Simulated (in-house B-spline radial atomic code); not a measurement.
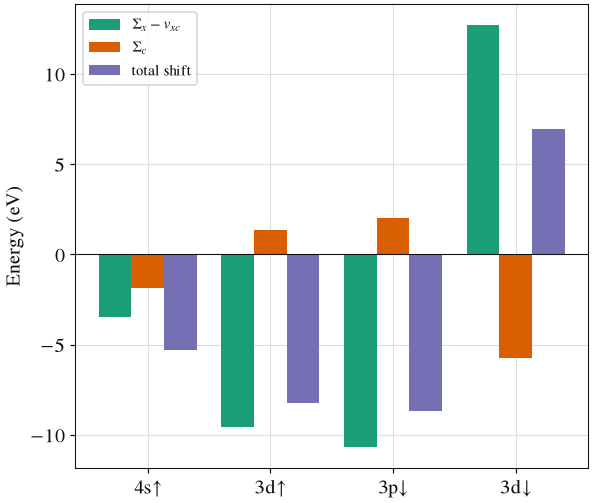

Parts of the G₀W₀ correction to each level for Mn⁺ ([Ar] 3d⁵ 4s). All-electron spherical atom, non-relativistic, PBE start, no spin-orbit coupling, Breit or QED terms; computed with a B-spline radial code, inside a hard wall of radius 3.5 bohr. The quasi-particle equation is solved at full frequency; levels of low quasi-particle weight Z are left out.

### Give the quasi-particle levels and their parts.

G₀W₀ moves the highest occupied level, 4s↑, from −3.58 to −8.88 eV (renormalisation factor Z = 0.96). The empty level 3d↓ goes from −7.14 to −0.21 eV.

| Level | Mean field (eV) | Σx − vxc (eV) | Σc (eV) | Z | G₀W₀ (eV) |
| --- | --- | --- | --- | --- | --- |
| 4s↑ | −3.58 | −3.45 | −1.84 | 0.96 | −8.88 |
| 3d↑ | −12.36 | −9.56 | 1.33 | 0.92 | −20.59 |
| 3p↓ | −54.31 | −10.66 | 1.99 | 0.89 | −62.98 |
| 3d↓ | −7.14 | 12.69 | −5.76 | 0.92 | −0.21 |

Note: empty minority-spin level lies below the highest occupied level: each spin potential is zero at infinity, spin occupations fixed.
